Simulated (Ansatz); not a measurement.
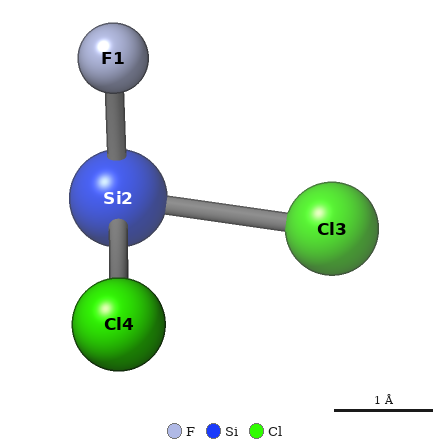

Simulated data, not a measurement (program: Ansatz).

Orthographic view. Depth is shown by fading: the farther an atom, the more it takes the colour of the background. The species has charge −1 and is a spin singlet. Geometry: moved along internal coordinates away from the minimum.

Write a MOL file (V2000) with the atoms in numerical order, bonds sorted by atom number with the orders drawn, and coordinates in the frame of the picture: x right, y up, z towards the viewer, origin at the mean position.

```
SiCl2F
                    3D

  4  3  0  0  0  0  0  0  0  0999 V2000
   -0.5900    1.4800    0.1400 F   0  0  0  0  0  0  0  0  0  0  0  0
   -0.5400    0.0400   -0.6600 Si  0  0  0  0  0  3  0  0  0  0  0  0
    1.6600   -0.2700   -0.6100 Cl  0  0  0  0  0  0  0  0  0  0  0  0
   -0.5300   -1.2600    1.1400 Cl  0  0  0  0  0  0  0  0  0  0  0  0
  1  2  1  0
  2  3  1  0
  2  4  1  0
M  CHG  1   2  -1
M  END
```
